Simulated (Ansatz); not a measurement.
```xyz
12

C     1.8146   -0.3090   -1.1942
C    -0.8614   -0.6961   -1.7041
B     0.3404    0.2636   -1.3157
N     0.0985    1.6238   -1.0788
H     1.8541   -1.1137   -0.4385
H     2.5741    0.4434   -0.9238
H     2.1270   -0.7761   -2.1452
H    -0.9435   -1.5249   -0.9785
H    -1.8434   -0.1970   -1.7570
H    -0.6730   -1.1727   -2.6826
H    -0.8219    2.0433   -1.1416
H     0.8272    2.2820   -0.8282
```

Geometry: B3LYP-D3(BJ)/def2-SVP.

Method: Ansatz, isolated molecule in a Gaussian basis; Kohn-Sham density functional theory, functional PBE0.

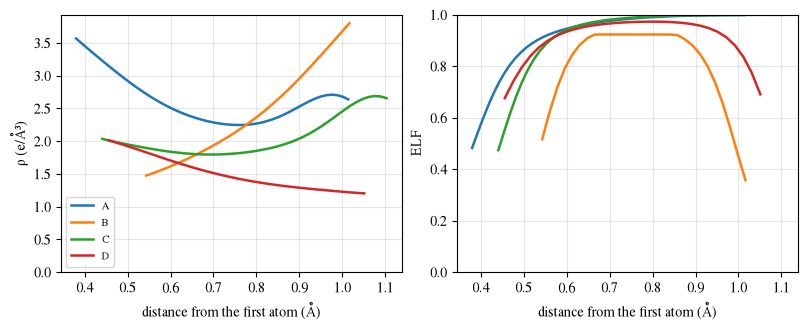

C₂H₈BN (SMILES CB(C)N). Total electron density and ELF along straight lines between neighbouring atoms. The curves leave out the atomic cores.

### Which curve belongs to which contact (B–N, C–B, C–H and N–H)? The first atom named is at distance zero.

Curve A: N–H (1.01 Å): the density is about 2.9 e/Å³ at the midpoint; the ELF climbs to about 1 towards the hydrogen, as it does in any bond to H; a covalent bond by its length. Curve B: B–N (1.40 Å): ρ is about 1.9 e/Å³ halfway; the ELF peaks at about 0.90 between the atoms (a polar covalent bond). Curve C: C–H (1.10 Å): ρ is about 1.9 e/Å³ halfway; the ELF climbs to about 1 towards the hydrogen (an ordinary covalent bond to hydrogen). Curve D: C–B (1.59 Å): ρ at the midpoint is about 1.4 e/Å³; the ELF peaks at about 1 between the atoms; a covalent bond.
